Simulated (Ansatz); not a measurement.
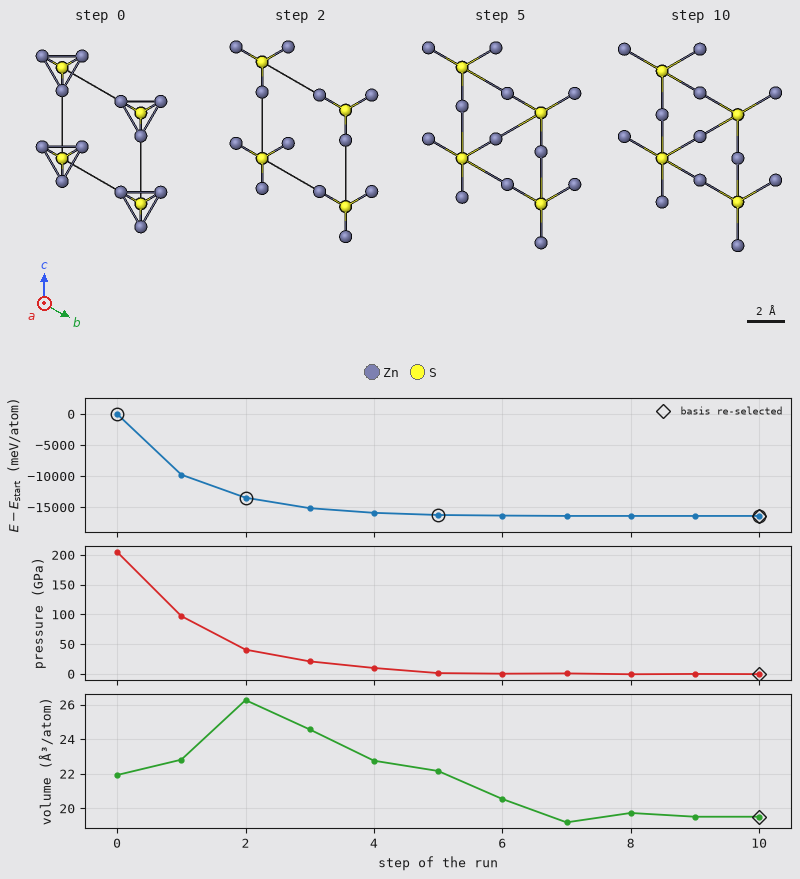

Frames of a relaxation of crystalline Zn₄S (a generated structure, set up in I-43m) (coarse preliminary run), marked on the history of the run. Style: ball-and-stick. Shown: the cell of the calculation, along the a axis.

These are results of DFT PBE, scalar-relativistic, plane waves, PAW in Ansatz 0.2.0, not measurements.

The input:
```yaml
crystal:
  lattice:
    - [-3.01526151, 3.01526151, 3.01526151]
    - [3.01526151, -3.01526151, 3.01526151]
    - [3.01526151, 3.01526151, -3.01526151]
  atoms:
    - { symbol: Zn, position: [0.0, 0.0, 0.74631286] }
    - { symbol: Zn, position: [0.74631286, 0.0, 0.0] }
    - { symbol: Zn, position: [0.0, 0.74631286, 0.0] }
    - { symbol: Zn, position: [0.25368714, 0.25368714, 0.25368714] }
    - { symbol: S, position: [0.0, 0.0, 0.0] }
basis:
  ecutwfc: 420
kpoints:
  mp_grid: { grid: [4, 4, 4] }
hamiltonian:
  xc: pbe
scf:
  occupations: { method: gaussian, width: 0.1 }
  lower_state_search: "off"
output:
  forces: true
  stress: true
  eigenvalues: true
relax:
  adjacent_minimum: "off"
  f_tol: 0.04
  max_steps: 70
  cell: { stress_tol: 0.4 }
```

Command:
```bash
ansatz run input.yaml --threads 1 --pin off --max-ram 2560MiB --backend cpu --events-out ev --progress --plain --runs-dir out
```

What happens along the run?

The energy falls by 16382 meV per atom in 9 accepted moves (10 points after the start). The largest force component goes from 48 to 0.00068 eV/Å. The pressure goes from 205.06 to −0.28 GPa. At 1 point the geometry stayed and the basis and grid were re-selected for the new cell (energy shift of 0.9 meV per atom at most each time). The largest moves relative to the cell, 1.24 Å, are those of Zn1, Zn2, Zn3 and Zn4. Zn4 goes along [1 1 1]. S stays in place. The drawn cell changes as follows: a = b = c 5.223 → 5.024 Å (−3.8 %); the volume changes by −11.0 %. Some distances before and after: Zn1–Zn2 2.164 → 4.101 Å, Zn1–S5 3.898 → 2.512 Å, Zn1–S5 (another image) 1.325 → 2.511 Å. New bonds form: Zn1–S5 (3.90 → 2.51 Å), Zn2–S5 (3.90 → 2.51 Å), Zn3–S5 (3.90 → 2.51 Å), Zn4–S5 (3.90 → 2.51 Å). Bonds break: Zn1–Zn2 (2.16 → 4.10 Å), Zn1–Zn3 (2.16 → 4.10 Å), Zn1–Zn4 (2.16 → 4.10 Å), Zn2–Zn3 (2.16 → 4.10 Å). The space group (tolerance 0.01 Å) goes from I-43m (No. 217) to Im-3m (No. 229). Cost: 41 s on 1 thread of Intel(R) Xeon(R) Processor @ 2.70GHz (shared host), peak memory 0.37 GiB. From step 0 to 2: Zn atoms move most (0.32 Å), volume +19.7 %, energy −13448 meV per atom. From step 2 to 5: Zn atoms move most (0.60 Å), volume −15.6 %, energy −2780 meV per atom. From step 5 to 10: Zn atoms move most (0.37 Å), volume −11.9 %, energy −154 meV per atom.
